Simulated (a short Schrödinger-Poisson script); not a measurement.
Structure: MOS inversion layer, SiO2 on p-type Si(100), at 300 K.

| layer | material | thickness (nm) | Na (cm⁻³) |
|---|---|---|---|
| 1 | SiO2 | 3.4 | - |
| 2 | Si | 1100 | 1.4e17 |

The device is made up for the run: typed textbook-type constants, with dimensions and the other settings drawn at random. SiO2: permittivity 3.9, conduction-band edge (eV) 3.15, gap (eV) 9, electron mass (mₑ) 0.5. Si: permittivity 11.7, conduction-band edge (eV) 0, gap (eV) 1.124, Nv at 300 K (cm⁻³) 3.1e19.

Channel valleys (confinement mass, in-plane density-of-states mass, number): Δ2 0.916, 0.19, 2; Δ4 0.19, 0.417, 4. At the gate the conduction-band edge of layer 1 lies 3.28 eV − eVg above the Fermi level of the channel; the field vanishes at the back. Gaps are held at their typed values at every temperature. Mesh 0.03 nm at interfaces.

From a short Schrödinger-Poisson script (our own, NumPy): 1D Poisson equation in equilibrium, electrons quantum, Hartree (BenDaniel-Duke, 12 states a valley, the channel's in-plane mass for all, wave functions free to enter the dielectric), parabolic valleys, classical holes, full ionisation, no traps, pinning or gate leakage.

Only gate voltages with over 1e8 electrons/cm² are shown.

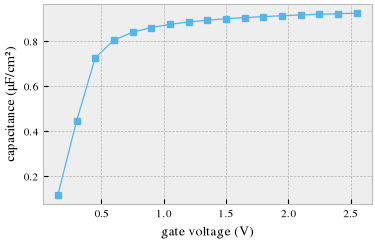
Figure. Quasi-static capacitance against gate voltage

```tsv
Vg (V)	electrons (cm⁻²)	C (μF/cm²)	Δ2 E0 (meV)	Δ2 E1 (meV)	Δ4 E0 (meV)	Δ4 E1 (meV)
0.15	1.91e9	0.117	223.5	264.8	255.9	324.5
0.45	6.84e11	0.727	66.8	116.0	105.1	181.8
0.75	2.17e12	0.840	31.3	90.3	77.0	160.1
1.05	3.77e12	0.875	11.7	79.5	63.8	152.0
1.35	5.43e12	0.894	-2.6	73.1	55.2	147.5
1.65	7.11e12	0.905	-14.3	68.6	48.5	144.7
1.95	8.82e12	0.914	-24.4	65.3	43.0	142.8
2.25	1.05e13	0.920	-33.6	62.6	38.2	141.3
2.55	1.23e13	0.925	-42.0	60.4	33.8	140.2
```

Subbands count from the Fermi level.
